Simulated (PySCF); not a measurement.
# SnH4 (SMILES [SnH4]): wB97X/def2-SVPD (core potential)

What is the vertical singlet–triplet gap of SnH4 at wB97X/def2-SVPD (core potential)? 

Program for the calculation: PySCF 2.14.0.

6 further runs of the same task are left out: 6 set aside as unsound or not needed.

### Step 1. The system as given

SnH4: 5 atoms, total charge 0, spin state singlet. SMILES: `[SnH4]`. The shape is that of a PBE0-D4/def2-TZVP optimisation.

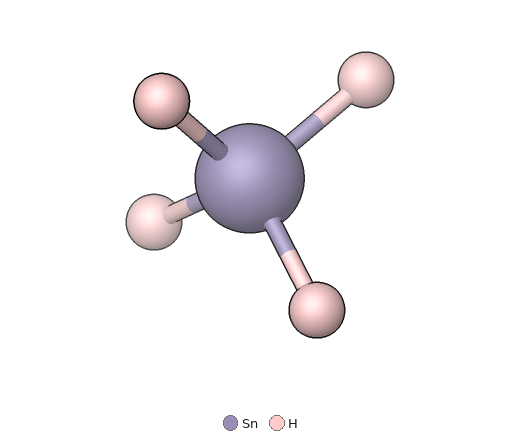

Viewed from a chosen angle; tin purple, hydrogen pink.

### Step 2. The energy at wB97X/def2-SVPD (core potential)

run.py reads:

```python
# [SnH4]
from pyscf import gto, dft

mol = gto.M(
    atom='''
Sn       0.000030       0.000010       0.000040
H        0.823920      -0.853480       1.222940
H       -1.563610       0.403420       0.543140
H       -0.116810      -0.974610      -1.392490
H        0.856470       1.424640      -0.373640
''',
    max_memory=1860,
    basis='def2-svpd',
    ecp={'Sn': 'def2-svp'},
    spin=0,
    verbose=4,
)

mf = dft.RKS(mol, xc='wb97x')
mf.grids.level = 5
mf.conv_tol = 1e-10
mf.kernel()
if not mf.converged:
    mf = mf.newton().run(mf.mo_coeff, mf.mo_occ)

etot = mf.e_tot
print('Final energy', etot)
```

Launch:

```sh
$ OMP_NUM_THREADS=1 python run.py
```

The log of the run:

```text
PySCF version 2.14.0

[INPUT] num. atoms = 5
[INPUT] num. electrons = 26
[INPUT] charge = 0
[INPUT] spin (= nelec alpha-beta = 2S) = 0
[INPUT] symmetry False subgroup None
[INPUT] Mole.unit = angstrom
[INPUT] Symbol           X                Y                Z      unit          X                Y                Z       unit  Magmom
[INPUT]  1 Sn     0.000030000000   0.000010000000   0.000040000000 AA    0.000056691784   0.000018897261   0.000075589045 Bohr   0.0
[INPUT]  2 H      0.823920000000  -0.853480000000   1.222940000000 AA    1.556983148552  -1.612843452794   2.311021666776 Bohr   0.0
[INPUT]  3 H     -1.563610000000   0.403420000000   0.543140000000 AA   -2.954794665631   0.762353313172   1.026385847296 Bohr   0.0
[INPUT]  4 H     -0.116810000000  -0.974610000000  -1.392490000000 AA   -0.220738908610  -1.841745978262  -2.631424731196 Bohr   0.0
[INPUT]  5 H      0.856470000000   1.424640000000  -0.373640000000 AA    1.618493733906   2.692179426100  -0.706077269182 Bohr   0.0

nuclear repulsion = 28.4739699786262
number of shells = 28
number of NR pGTOs = 107
number of NR cGTOs = 64
basis = def2-svpd
ecp = {'Sn': 'def2-svp'}

******** <class 'pyscf.dft.rks.RKS'> ********
method = RKS
initial guess = minao
damping factor = 0
level_shift factor = 0
DIIS = <class 'pyscf.scf.diis.CDIIS'>
diis_start_cycle = 1
diis_space = 8
diis_damp = 0
SCF conv_tol = 1e-10
SCF conv_tol_grad = None
SCF max_cycles = 50
direct_scf = True
direct_scf_tol = 1e-13
XC library pyscf.dft.libxc version 7.0.0
    S. Lehtola, C. Steigemann, M. J.T. Oliveira, and M. A.L. Marques.,  SoftwareX 7, 1–5 (2018)
XC functionals = wb97x
radial grids:
    Treutler-Ahlrichs [JCP 102, 346 (1995); DOI:10.1063/1.469408] (M4) radial grids

becke partition: Becke, JCP 88, 2547 (1988); DOI:10.1063/1.454033
pruning grids: <function nwchem_prune>
grids dens level: 5
symmetrized grids: False
atomic radii adjust function: <function treutler_atomic_radii_adjust>
small_rho_cutoff = 0
Set gradient conv threshold to 1e-05
Initial guess from minao.
tot grids = 141168
init E= -193.04940902406
  HOMO = -0.931215118708284  LUMO = -0.469304618165215  gap/eV = 12.56922
cycle= 1 E= -215.828166519013  delta_E= -22.8  |g|= 2.09  |ddm|=  6.7
  HOMO = -0.26682800934133  LUMO = 0.0913448993326798  gap/eV = 9.74638
cycle= 2 E= -216.404510382799  delta_E= -0.576  |g|= 1.41  |ddm|= 5.06
  HOMO = -0.401506207289342  LUMO = 0.0628354992942519  gap/eV = 12.63538
cycle= 3 E= -216.697787662611  delta_E= -0.293  |g|= 0.0465  |ddm|= 1.28
  HOMO = -0.423626357819949  LUMO = 0.0582955301201427  gap/eV = 13.11376
cycle= 4 E= -216.698459217198  delta_E= -0.000672  |g|= 0.00821  |ddm|= 0.0929
  HOMO = -0.424440489174384  LUMO = 0.0578059085173228  gap/eV = 13.12259
cycle= 5 E= -216.698491465765  delta_E= -3.22e-05  |g|= 0.00117  |ddm|= 0.0177
  HOMO = -0.424450039245414  LUMO = 0.0577438484114365  gap/eV = 13.12116
cycle= 6 E= -216.69849266273  delta_E= -1.2e-06  |g|= 0.000204  |ddm|= 0.00236
  HOMO = -0.424413812683622  LUMO = 0.0577594203250671  gap/eV = 13.12060
cycle= 7 E= -216.69849271026  delta_E= -4.75e-08  |g|= 2.6e-05  |ddm|= 0.000607
  HOMO = -0.424422429781842  LUMO = 0.0577559981632421  gap/eV = 13.12074
cycle= 8 E= -216.698492710745  delta_E= -4.85e-10  |g|= 3.2e-06  |ddm|= 0.000117
  HOMO = -0.424421754717742  LUMO = 0.0577563387957651  gap/eV = 13.12073
cycle= 9 E= -216.698492710754  delta_E= -8.9e-12  |g|= 1.32e-07  |ddm|= 2.19e-05
  HOMO = -0.424421751962801  LUMO = 0.0577563381906936  gap/eV = 13.12073
Extra cycle  E= -216.698492710754  delta_E=    0  |g|= 3.85e-08  |ddm|= 3.86e-07
converged SCF energy = -216.698492710754
Final energy -216.69849271075407
```

It took 6.9 s on 1 thread of Arm Neoverse V2, shared host; peak memory 0.32 GiB.

### Step 3. The triplet

start.xyz reads:

```xyz
5
H4Sn
Sn     0.000030     0.000010     0.000040
H      0.823920    -0.853480     1.222940
H     -1.563610     0.403420     0.543140
H     -0.116810    -0.974610    -1.392490
H      0.856470     1.424640    -0.373640
```

calc.py reads:

```python
from pyscf import gto, dft

mol = gto.M(
    atom='start.xyz',
    ecp={'Sn': 'def2-svp'},
    spin=2,
    verbose=3,
    max_memory=1860,
    basis='def2-svpd',
)

ks = dft.UKS(mol, xc='wb97x')
ks.conv_tol = 1e-10
ks.grids.level = 5
ks.kernel()
if not ks.converged:
    ks = ks.newton().run(ks.mo_coeff, ks.mo_occ)

e_tot = ks.e_tot
print('E = %.10f Eh' % e_tot)
```

Launch:

```sh
$ OMP_NUM_THREADS=1 python calc.py
```

The log of the run:

```text
WARN: HOMO -0.469304618165214 >= LUMO -0.931215118708285

WARN: HOMO 0.0131460594243018 >= LUMO -0.0919016639364969

WARN: HOMO -0.111489900806465 >= LUMO -0.2127240784034

WARN: HOMO -0.135221004066411 >= LUMO -0.226430189387574

WARN: HOMO -0.136502304596573 >= LUMO -0.228602702414847

WARN: HOMO -0.136700499117183 >= LUMO -0.228221459231539

WARN: HOMO -0.136771354286405 >= LUMO -0.228200766340923

WARN: HOMO -0.136764051363292 >= LUMO -0.228255945302505

WARN: HOMO -0.137187309445856 >= LUMO -0.228226836174364

WARN: HOMO -0.136468988588204 >= LUMO -0.228517872991191

WARN: HOMO -0.136465312290249 >= LUMO -0.228613813524892

WARN: HOMO -0.136458572719093 >= LUMO -0.228688269335746

WARN: HOMO -0.136571436395439 >= LUMO -0.228628475824708

WARN: HOMO -0.136572603308819 >= LUMO -0.228605194963021

WARN: HOMO -0.136561053668362 >= LUMO -0.228607094173112

WARN: HOMO -0.136566540107808 >= LUMO -0.228597775347244

WARN: HOMO -0.136567740681468 >= LUMO -0.228601030602699

WARN: HOMO -0.136567172840985 >= LUMO -0.228593618426179

WARN: HOMO -0.136567409566058 >= LUMO -0.228589544620504

WARN: HOMO -0.136567852317497 >= LUMO -0.228588092698074

WARN: HOMO -0.136567672586877 >= LUMO -0.228588457292323

WARN: HOMO -0.136567855557196 >= LUMO -0.228589718370709

WARN: HOMO -0.136567552723917 >= LUMO -0.228590808273777

WARN: HOMO -0.136567618603147 >= LUMO -0.228590583961441

WARN: HOMO -0.136567641296799 >= LUMO -0.228592351026723

WARN: HOMO -0.136566831417926 >= LUMO -0.228595483780293

WARN: HOMO -0.136567637622186 >= LUMO -0.228592854874718

WARN: HOMO -0.136567630015603 >= LUMO -0.228590574960903

WARN: HOMO -0.136567776168726 >= LUMO -0.228589886179151

WARN: HOMO -0.136568107828837 >= LUMO -0.228590274425987

WARN: HOMO -0.136567758712312 >= LUMO -0.228589686763198

WARN: HOMO -0.136567869761991 >= LUMO -0.228589179572078

WARN: HOMO -0.136567740603799 >= LUMO -0.228589045414174

WARN: HOMO -0.136567795597899 >= LUMO -0.22858931557652

WARN: HOMO -0.136567793245749 >= LUMO -0.228589268765453

converged SCF energy = -216.402107686562  <S^2> = 2.0242417  2S+1 = 3.0161178
E = -216.4021076866 Eh
```

Wall time 32 s (1 thread of Arm Neoverse V2, shared host); peak memory 0.33 GiB.

### Step 4. Summary of results

At wB97X/def2-SVPD (core potential):

```
                                        quantity          value
                           singlet: total energy  -216.69849 Eh
                          singlet: dipole moment         0.00 D
                            singlet: HOMO energy      -11.55 eV
                            singlet: LUMO energy        1.57 eV
                          singlet: HOMO–LUMO gap       13.12 eV
                           triplet: total energy  -216.40211 Eh
                          triplet: dipole moment         0.00 D
     triplet: HOMO energy (highest over α and β)       -3.72 eV
                                   triplet: ⟨S²⟩          2.024
vertical energy of the triplet above the singlet       8.065 eV
```

**Reading.** At this shape the triplet lies 8.07 eV (778 kJ/mol) above the singlet.
